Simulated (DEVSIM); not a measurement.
Device: abrupt Si n-p junction, at 300 K.

```tsv
layer (left to right)	material	thickness (μm)	Nd (cm⁻³)	Na (cm⁻³)	τn (s)	τp (s)
1	Si	0.980	7e15	-	6e-6	6e-6
2	Si	1.30	-	1.4e17	6e-6	6e-6
```

Left contact: ohmic. Right contact: ohmic. Voltage is applied to the left contact. Recombination: SRH at mid-gap, Auger. Mobility is μmin + (μ − μmin)/(1 + (N/Nref)^α).

Constants are typed, rounded textbook-type inputs, not results; the design itself was drawn at random and stands for no fabricated device. Values at 300 K.

```
parameter           Si
-------------  -------
gap (eV)         1.124
affinity (eV)     4.05
permittivity      11.7
Nc (cm⁻³)      2.86e19
Nv (cm⁻³)       3.1e19
μn (cm²/Vs)       1417
μp (cm²/Vs)        470
μn,min              52
μp,min              45
Nref,n          9.7e16
Nref,p          2.2e17
αn                0.68
αp                0.72
Cn (cm⁶/s)     2.8e-31
Cp (cm⁶/s)     9.9e-32
```

Simulated with DEVSIM: 1D drift-diffusion, Boltzmann statistics, complete ionisation; no tunnelling, impact ionisation, image-force lowering or self-heating.

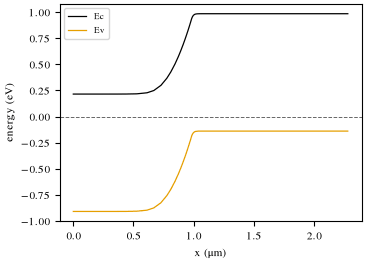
*Band edges at zero bias*

Energies count from the Fermi level of the right contact; mesh points crowd at the junctions.

```csv
x (μm),Ec (eV),Ev (eV),n (cm⁻³),p (cm⁻³),field (V/cm)
0.000,0.215,-0.909,7.0e15,17000,≈ 0
0.01823,0.215,-0.909,7.0e15,17000,≈ 0
0.04962,0.215,-0.909,7.0e15,17000,≈ 0
0.1036,0.215,-0.909,7.0e15,17000,≈ 0
0.2440,0.215,-0.909,7.0e15,17000,≈ 0
0.4382,0.215,-0.909,6.9e15,17000,79
0.6689,0.249,-0.875,1.9e15,62000,5700
0.8443,0.502,-0.622,1.0e11,1.1e9,24000
0.9117,0.687,-0.437,8.1e7,1.4e12,31000
0.9509,0.818,-0.306,530000,2.2e14,35000
0.9737,0.901,-0.223,21000,5.6e15,38000
0.9966,0.968,-0.156,1600,7.3e16,14000
1.027,0.983,-0.141,870,1.3e17,1000
1.080,0.984,-0.140,830,1.4e17,≈ 0
1.219,0.984,-0.140,830,1.4e17,≈ 0
1.412,0.984,-0.140,830,1.4e17,≈ 0
1.728,0.984,-0.140,830,1.4e17,≈ 0
1.972,0.984,-0.140,830,1.4e17,≈ 0
2.147,0.984,-0.140,830,1.4e17,≈ 0
2.214,0.984,-0.140,830,1.4e17,≈ 0
2.252,0.984,-0.140,830,1.4e17,≈ 0
2.280,0.984,-0.140,830,1.4e17,≈ 0
```
